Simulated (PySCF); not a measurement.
## Electronic structure of RuCl (charge +1, quintet) in real space

```xyz
2

Ru    0.0000    0.0000   -0.5470
Cl    0.0000    0.0000    1.5940
```

Core potentials replace the inner electrons of Ru.

Method: PBE0/def2-TZVPPD, non-relativistic Hamiltonian with scalar-relativistic core potentials where named, at a bond length of 2.141 Å (PySCF 2.14.0).

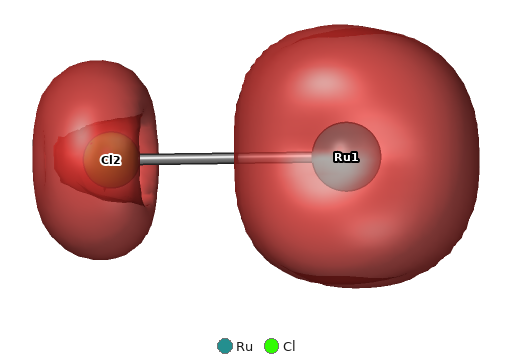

Figure 1. Isosurface of the spin density at +0.08 e/Å³ (red), seen from one side.

Where is the unpaired spin?

Answer. The unpaired spin (4 electrons) lies mostly on Ru1 (about 3.5) and Cl2 (about 0.5), in electrons by Hirshfeld's partition.

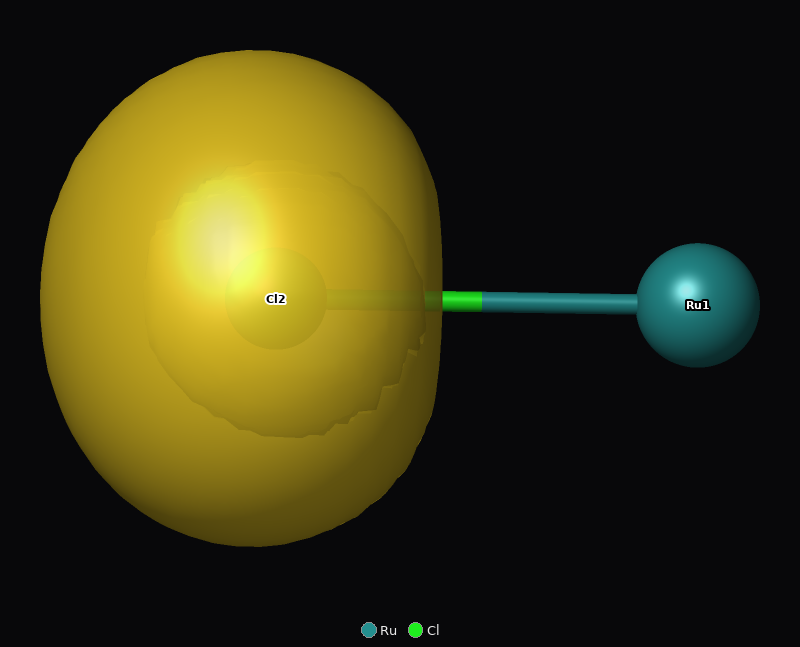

Figure 2. Isosurface of the ELF at 0.75 (yellow), seen from one side. Only the valence region is drawn (cores and ρ < 0.01 e/Å³ removed).

Describe the localisation domains.

Answer. The surface consists of one region wrapped around Cl (its valence shell). Along the contacts the grid gives the following. Ru–Cl (2.14 Å): the ELF peaks at about 0.80 in the valence shell of Cl, 0.8 Å from its nucleus, and is about 0.35 at the midpoint.

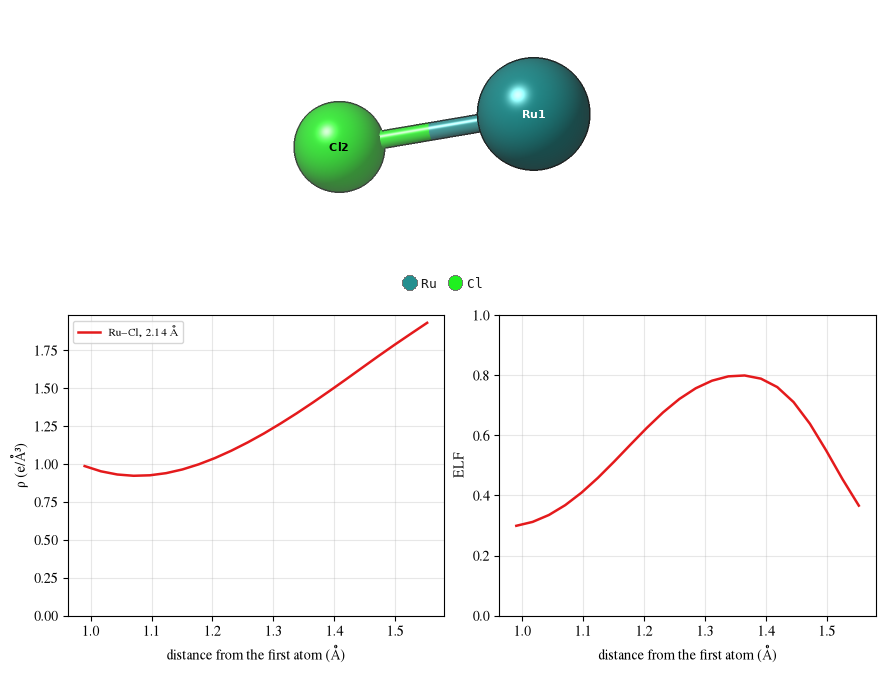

Figure 3. Electron density and electron localisation function along straight lines between neighbouring atoms. The curves leave out the atomic cores. The structure is drawn too.

What can be read from the curves?

Answer. Ru–Cl (2.14 Å): ρ is about 0.92 e/Å³ halfway; the ELF peaks at about 0.80 in the valence shell of Cl, 0.8 Å from its nucleus, and is about 0.35 at the midpoint.
